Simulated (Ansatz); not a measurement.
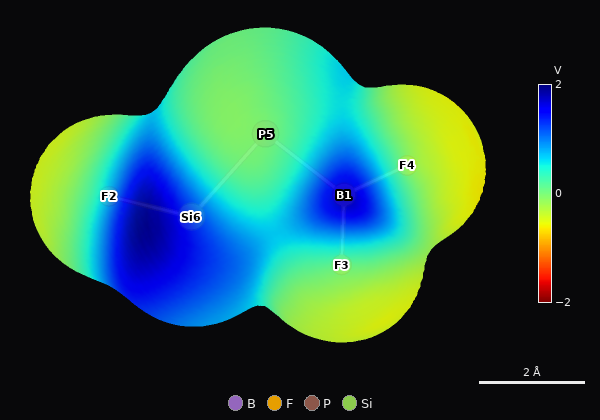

*BF$_{3}$PSi (SMILES F[Si][P]B(F)F) (doublet). The electrostatic potential painted on the density surface at 0.002 e/bohr³, seen at a tilt; the colour scale runs from red (negative) to blue (positive).*

Geometry: PBE-D3(BJ)/def2-SVP.

Computed with isolated molecule in a Gaussian basis; Kohn-Sham density functional theory, functional PBE0 in Ansatz.

Input file:

```
crystal:
  periodic: [false, false, false]
  atoms:
    - symbol: B
      position_ang: [-1.259100, -1.704161, -0.401477]
    - symbol: F
      position_ang: [-2.057499, 0.534179, 3.459683]
    - symbol: F
      position_ang: [-1.186450, -2.832450, 0.316849]
    - symbol: F
      position_ang: [-1.076331, -1.829212, -1.716261]
    - symbol: P
      position_ang: [-1.600244, 0.056614, 0.294242]
    - symbol: Si
      position_ang: [-1.753606, -0.594157, 2.308568]
basis:
  gaussian:
    orbitals: def2-TZVPD
magnetization:
  spin_polarized: true
  initial_magnetization: 1
hamiltonian:
  xc: pbe0
output: {forces: true, orbitals: {seedname: orbitals}}
```

Command:

```sh
ansatz run input.yaml --threads 2 --pin off --max-ram 4350MiB --events-out events.jsonl --progress --plain --runs-dir runs
```

Question: Describe the electrostatic potential map.

Answer: The most negative region (about −0.6 V) lies over F4, the most positive (about +1.9 V) over Si6.

Question: What dipole moment does the calculation give?

Answer: Its dipole moment is 1.24 D.
